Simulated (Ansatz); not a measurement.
The calculation's input:

```
crystal:
  periodic: [false, false, false]
  atoms:
    - { symbol: Ga, position_ang: [-0.606904, -0.438436, -0.759051] }
    - { symbol: O, position_ang: [0.669635, 0.884834, -0.715185] }
    - { symbol: Cl, position_ang: [0.001598, -2.444, -1.113225] }
    - { symbol: Cl, position_ang: [-2.635689, 0.127501, -0.582514] }
    - { symbol: H, position_ang: [0.712538, 1.036064, 1.543669] }
    - { symbol: Cl, position_ang: [0.323066, 0.312468, 2.567055] }
    - { symbol: H, position_ang: [1.535857, 0.521469, -0.940747] }
basis:
  gaussian: { orbitals: def2-SVP }
hamiltonian:
  xc: pbe0
  dispersion: d4
relax:
  f_tol: 0.03
  max_steps: 50
output:
  orbitals: {}
```

Run with:

```sh
ansatz run input.yaml --threads 2 --pin off --max-ram 3072MiB --backend cpu --events-out ev --progress --plain --runs-dir out
```

The fields are those of the run's last geometry, not of the input's.

The calculation used RKS PBE0-D4/def2-SVP (Ansatz 0.2.0).

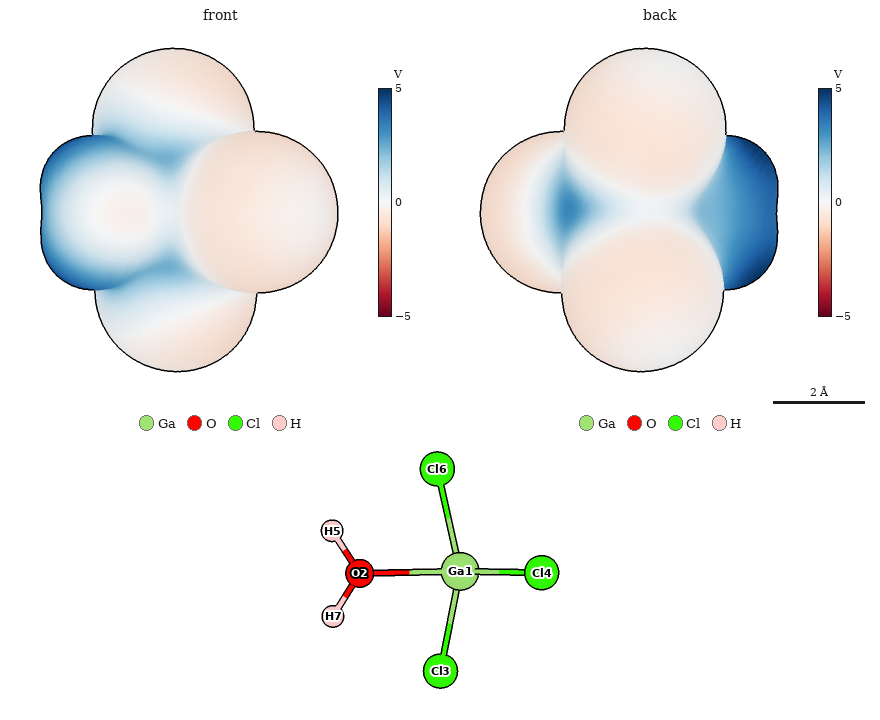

Cl3GaH2O. The electrostatic potential painted on the density surface at 0.004 e/bohr³, seen from the front and from behind; red is negative and blue positive. The bare structure is drawn below in the same view.

Q: Which sites attract a positive test charge, and which a negative one?

A: A positive charge is drawn to the negative regions and a negative charge to the positive ones. The most negative region (about −0.8 V) lies over Cl3 and Cl4, the most positive (about +4.8 V) over H5 and H7.
